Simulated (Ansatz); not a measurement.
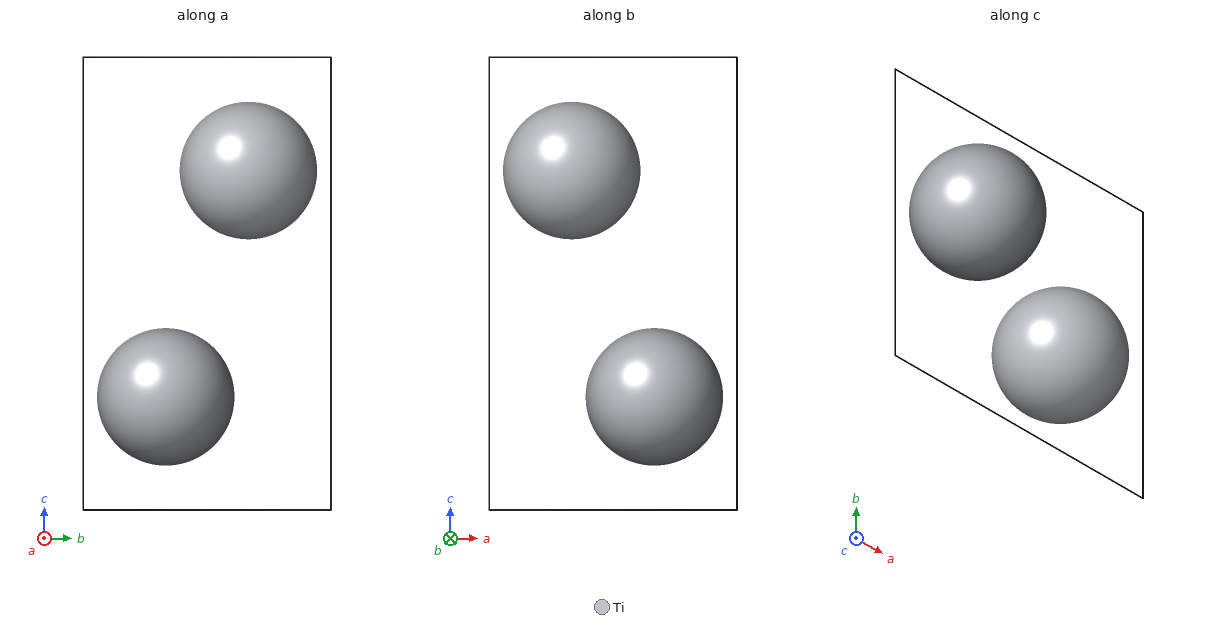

This spheres-only model is shown along the a axis, along the b axis and along the c axis. The parallelepiped is the conventional unit cell.

Lattice parameters: a = 2.9393 Å, b = 2.9393 Å, c = 4.6471 Å, α = 90.000°, β = 90.000°, γ = 120.000°.

Transcribe the picture into a CIF with its space group and independent sites.

```cif
data_structure
_symmetry_space_group_name_H-M 'P 63/m m c'
_symmetry_Int_Tables_number 194
_cell_length_a 2.9393
_cell_length_b 2.9393
_cell_length_c 4.6471
_cell_angle_alpha 90.000
_cell_angle_beta 90.000
_cell_angle_gamma 120.000
_cell_volume 34.77
loop_
_atom_site_label
_atom_site_type_symbol
_atom_site_symmetry_multiplicity
_atom_site_Wyckoff_symbol
_atom_site_fract_x
_atom_site_fract_y
_atom_site_fract_z
_atom_site_occupancy
Ti1 Ti 2 d 0.3333 0.6667 0.7500 1
```

The cell started as the standard structure of this element. What is shown is the relaxed result from Ansatz 0.2.0, DFT PBE, scalar-relativistic, plane waves, PAW.
